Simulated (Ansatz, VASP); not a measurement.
# V: VASP beside Ansatz

Aim: how closely do two programs agree when they are given the same cell, functional and k mesh? The cell comes out of earlier VASP steps on this material, which relaxed, scaled or displaced it; both programs get it as it stands.

Method: plane waves, with VASP 6.6.1 beside it; relaxation of cell and atoms at r2SCAN and zone-centre phonons at r2SCAN, in Ansatz 0.2.0.

### Step 1. Set-up

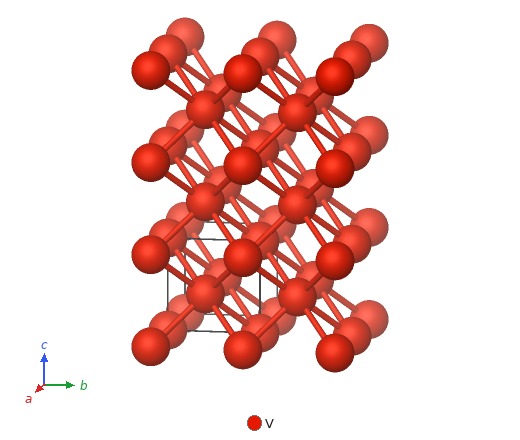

The cell as given, slightly off an axis (vanadium red). 2×2×3 cells are drawn. This picture shows the conventional cell, with its axes. Some periodic images of atoms are drawn too.

### Step 2. VASP: relaxation of cell and atoms, r2SCAN

The relaxed volume is the usual yardstick between codes: its relative difference is about their pressure difference at one cell divided by the bulk modulus.

Lines of VASP's logs that name or quote its potential files are left out, and so is its time.

Input file INCAR:

```
SYSTEM = V
PREC = Accurate
ENCUT = 400
EDIFF = 1E-06
NELM = 100
ISMEAR = 1
SIGMA = 0.2
LREAL = .FALSE.
ALGO = Normal
METAGGA = R2SCAN
LASPH = .TRUE.
NBANDS = 13
ISPIN = 2
MAGMOM = -0
LMAXMIX = 4
LORBIT = 11
LWAVE = .FALSE.
LCHARG = .FALSE.
KPAR = 4
IBRION = 2
NSW = 60
ISIF = 3
EDIFFG = -0.01
```

Input file POSCAR:

```
V
1.0
   -1.4901859777      1.4901859777      1.4901859777
    1.4901859777     -1.4901859777      1.4901859777
    1.4901859777      1.4901859777     -1.4901859777
V
1
Direct
    0.0000000000      0.0000000000      0.0000000000
```

Input file KPOINTS:

```
Automatic mesh
0
Gamma
12 12 12
0 0 0
```

The projector-augmented-wave data sets are V_sv (PBE family, release 64).

On the command line:

```
mpirun -np 4 vasp_std
```

Numbers of over 12 decimals in the logs are rounded to 6 here.

Log:

```text
[banner, memory and clock lines left out]
running    4 mpi-ranks, on    1 nodes
 distrk:  each k-point on    1 cores,    4 groups
 distr:  one band on    1 cores,    1 groups

 POSCAR found type information on POSCAR V
 POSCAR found :  1 types and       1 ions
|                                                                             |
|               ----> ADVICE to this user running VASP <----                  |
|                                                                             |
|     You enforced a specific xc type in the INCAR file but a different       |
|     [... a line on the potential file left out ...]
|     I HOPE YOU KNOW WHAT YOU ARE DOING!                                     |
|                                                                             |

 LDA part: xc-table for (None), standard interpolation
 POSCAR, INCAR and KPOINTS ok, starting setup
 FFT: planning ... GRIDC
 FFT: planning ... GRID_SOFT
 FFT: planning ... GRID
 WAVECAR not read
 entering main loop
       N       E                     dE             d eps       ncg     rms          rms(c)
DAV:   1     0.724679531990E+02    0.72468E+02   -0.60984E+03  3765   0.933E+02
DAV:   2    -0.176913575873E+02   -0.90159E+02   -0.87373E+02  3894   0.290E+02
DAV:   3    -0.188594927574E+02   -0.11681E+01   -0.11666E+01  4054   0.382E+01
DAV:   4    -0.188648773808E+02   -0.53846E-02   -0.53845E-02  4179   0.270E+00
DAV:   5    -0.188649319310E+02   -0.54550E-04   -0.54549E-04  4119   0.257E-01    0.231E+01
DAV:   6    -0.141031981428E+02    0.47617E+01   -0.56593E+00  3879   0.408E+01    0.194E+00
DAV:   7    -0.141248610107E+02   -0.21663E-01   -0.69176E-02  3844   0.359E+00    0.101E+00
DAV:   8    -0.141283220628E+02   -0.34611E-02   -0.15875E-02  4014   0.145E+00    0.330E-01
DAV:   9    -0.141279919077E+02    0.33016E-03   -0.65782E-04  3879   0.399E-01    0.911E-02
DAV:  10    -0.141281060090E+02   -0.11410E-03   -0.30861E-04  3839   0.207E-01    0.628E-02
DAV:  11    -0.141280935278E+02    0.12481E-04   -0.33337E-05  4009   0.938E-02    0.108E-02
DAV:  12    -0.141280962919E+02   -0.27641E-05   -0.10542E-06  3012   0.133E-02    0.480E-03
DAV:  13    -0.141280976096E+02   -0.13177E-05   -0.85315E-08  1907   0.363E-03    0.389E-03
DAV:  14    -0.141280989482E+02   -0.13386E-05   -0.12410E-07  1917   0.508E-03    0.127E-03
DAV:  15    -0.141280991010E+02   -0.15277E-06   -0.14095E-08  1877   0.186E-03
   1 F= -.14128099E+02 E0= -.14127441E+02  d E =-.141281E+02  mag=     0.0001
 curvature:   0.00 expect dE= 0.000E+00 dE for cont linesearch  0.000E+00
 trial: gam= 0.00000 g(F)=  0.608E-63 g(S)=  0.773E-05 ort = 0.000E+00 (trialstep = 0.100E+01)
 search vector abs. value=  0.773E-05
 reached required accuracy - stopping structural energy minimisation
```

OUTCAR, selected parts (step 2):

```text
ion  position               nearest neighbor table
   1  0.000  0.000  0.000-

  LATTYP: Found a body centered cubic cell.
 ALAT       =     2.9803719554

 Subroutine GETGRP returns: Found 48 space group operations
 (whereof 48 operations were pure point group operations)

The static configuration has the point symmetry O_h .

 Found     72 irreducible k-points:

   k-points           NKPTS =     72   k-points in BZ     NKDIM =     72   number of bands    NBANDS=     13

   dimension x,y,z NGX =    18 NGY =   18 NGZ =   18
   dimension x,y,z NGXF=    36 NGYF=   36 NGZF=   36

   ENCUT  =  400.0 eV  29.40 Ry    5.42 a.u.   4.21  4.21  4.21*2*pi/ulx,y,z

   NELECT =      13.0000    total number of electrons

 k-points in reciprocal lattice and weights: Automatic mesh
   0.00000000  0.00000000  0.00000000       0.001
   0.08333333  0.00000000  0.00000000       0.007
   0.16666667  0.00000000  0.00000000       0.007
   0.25000000  0.00000000  0.00000000       0.007
   0.33333333  0.00000000  0.00000000       0.007
   0.41666667  0.00000000  0.00000000       0.007
   0.50000000  0.00000000  0.00000000       0.003
   0.08333333  0.08333333  0.00000000       0.014
   0.16666667  0.08333333 -0.00000000       0.028
[...]
0.50000000  0.50000000  0.41666667       0.007
   0.50000000  0.50000000  0.50000000       0.001

 average (electrostatic) potential at core
       1 -74.7807

 E-fermi :   9.8780

 spin component 1
 k-point     1 :       0.0000    0.0000    0.0000
  band No.  band energies     occupation
      1     -56.4004      1.00000
      2     -28.5280      1.00000
      3     -28.5279      1.00000
      4     -28.5279      1.00000
      5       2.7837      1.00000
      6      10.3771     -0.00118
      7      10.3773     -0.00118
      8      10.3773     -0.00118
      9      12.6039     -0.00000
     10      12.6039     -0.00000
    ...

 k-point     2 :       0.0833    0.0000    0.0000
  band No.  band energies     occupation
      1     -56.3860      1.00000
      2     -28.5979      1.00000
      3     -28.5490      1.00000
      4     -28.5285      1.00000
      5       3.0807      1.00000
      6      10.2488     -0.01244
      7      10.3426     -0.00246
      8      10.5866     -0.00000
      9      12.4606     -0.00000
     10      12.6116     -0.00000
    ...

 k-point     3 :       0.1667    0.0000    0.0000
  band No.  band energies     occupation
      1     -56.3458      1.00000
      2     -28.7848      1.00000
      3     -28.6055      1.00000
      4     -28.5303      1.00000
      5       3.9139      1.00000
      6       9.9121      0.35822
      7      10.1666     -0.03009
      8      11.1874     -0.00000
      9      12.2361     -0.00000
     10      12.6453     -0.00000
    ...

 k-point     4 :       0.2500    0.0000    0.0000
  band No.  band energies     occupation
    ...
      3     -28.6822      1.00000
      4     -28.5325      1.00000
      5       5.0731      1.00000
      6       9.4825      1.00860
      7       9.8758      0.50954
      8      12.0819     -0.00000
      9      12.2309     -0.00000
     10      12.7214     -0.00000
     11      26.8185      0.00000
     12      29.3309      0.00000
    ...

 k-point     5 :       0.3333    0.0000    0.0000
  band No.  band energies     occupation
    ...
      2     -29.2808      1.00000
      3     -28.7585      1.00000
      4     -28.5351      1.00000
      5       6.0750      1.00000
      6       9.0820      1.00000
      7       9.9823      0.11832
      8      12.4021     -0.00000
      9      12.8350     -0.00000
     10      13.0919     -0.00000
     11      24.0887      0.00000
    ...

 k-point     6 :       0.4167    0.0000    0.0000
  band No.  band energies     occupation
    ...
      2     -29.4561      1.00000
      3     -28.8134      1.00000
      4     -28.5366      1.00000
      5       6.4484      1.00000
      6       8.8053      1.00000
      7      10.8378     -0.00000
      8      12.5565     -0.00000
      9      12.9466     -0.00000
     10      13.9362      0.00000
     11      21.7325      0.00000
    ...

  Total       -0.0073089     -0.0073089     -0.0073089     -0.0000000     -0.0000000      0.0000000
  in kB       -0.8846731     -0.8846731     -0.8846731     -0.0000000     -0.0000000      0.0000000
  external PRESSURE =      -0.8846731 kB  Pullay stress =       0.0000000 kB

  energy-cutoff  :      400.00
  volume of cell :       13.24
      direct lattice vectors                 reciprocal lattice vectors
    -1.490185978  1.490185978  1.490185978     0.000000000  0.335528590  0.335528590
     1.490185978 -1.490185978  1.490185978     0.335528590  0.000000000  0.335528590
     1.490185978  1.490185978 -1.490185978     0.335528590  0.335528590  0.000000000

 POSITION                                       TOTAL-FORCE (eV/Angst)
 -----------------------------------------------------------------------------------
      0.00000      0.00000      0.00000        -0.000000     -0.000000     -0.000000
 -----------------------------------------------------------------------------------
    total drift:                                0.000000      0.000000     -0.000000

  FREE ENERGIE OF THE ION-ELECTRON SYSTEM (eV)
  ---------------------------------------------------
  free  energy   TOTEN  =       -14.1280991010 eV

  energy  without entropy=      -14.1261258853  energy(sigma->0) =      -14.12744136

 reached required accuracy - stopping structural energy minimisation

 total charge
# of ion       s       p       d       tot
------------------------------------------
    1        2.344   6.242   3.067  11.652

 magnetization (x)
# of ion       s       p       d       tot
------------------------------------------
    1        0.000   0.000   0.000   0.000

[... 6 further parts left out ...]
```

(Part 1 of 2 ends here.)

[Lines on the potential files, build, host, timing and source positions are cut from VASP's logs without a mark.]

[Logs are printed without paths, hosts, clocks, repeated set-up lines and the standing remarks that a program may print on its own settings, such as how far it seeks lower states.]

[Hosts, paths, dates, database ids (printed as entryN), source tags and the programs' standing remarks are cut or masked in the printed files.]
